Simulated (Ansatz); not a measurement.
Input

```
crystal:
  periodic: [false, false, false]
  atoms:
    - {symbol: N, position_ang: [-0.466386, 1.129803, 0.094811]}
    - {symbol: Al, position_ang: [-0.099936, -0.565625, -0.175130]}
    - {symbol: O, position_ang: [1.383817, -1.285151, 0.176417]}
    - {symbol: Br, position_ang: [-1.697830, -1.880318, -1.044946]}
    - {symbol: H, position_ang: [0.163190, 1.815363, 0.476889]}
    - {symbol: H, position_ang: [-1.357532, 1.545641, -0.120134]}
    - {symbol: H, position_ang: [2.135880, -0.827615, 0.546393]}
basis:
  gaussian: {orbitals: def2-TZVPP}
hamiltonian: {xc: pbe0, dispersion: d4}
output: {orbitals: {seedname: orbitals}}
```

Run with:

```sh
ansatz run in.yaml --threads 2 --pin off --events-out ev --progress --plain --max-ram 32768MiB --backend cpu
```

Geometry: PBE0-D4/def2-TZVP.

Theory: RKS PBE0-D4/def2-TZVPP in Ansatz.

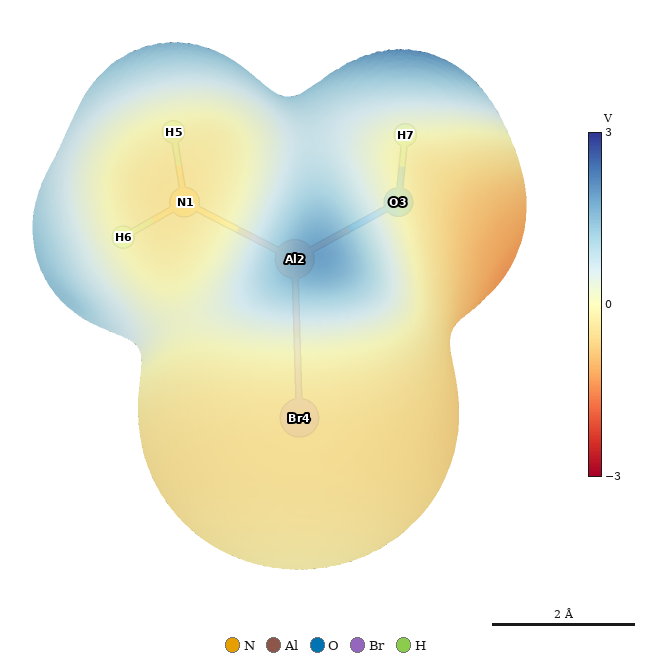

AlBrH3NO (SMILES [NH2][Al]([OH])[Br]). The molecular electrostatic potential painted on the density surface at 0.001 e/bohr³, seen at a tilt; red is negative and blue positive.

Where is the surface potential most negative and most positive?

The most negative region (about −1.3 V) lies over O3, the most positive (about +2.0 V) over H7. O3 is the likeliest acceptor of a hydrogen bond.
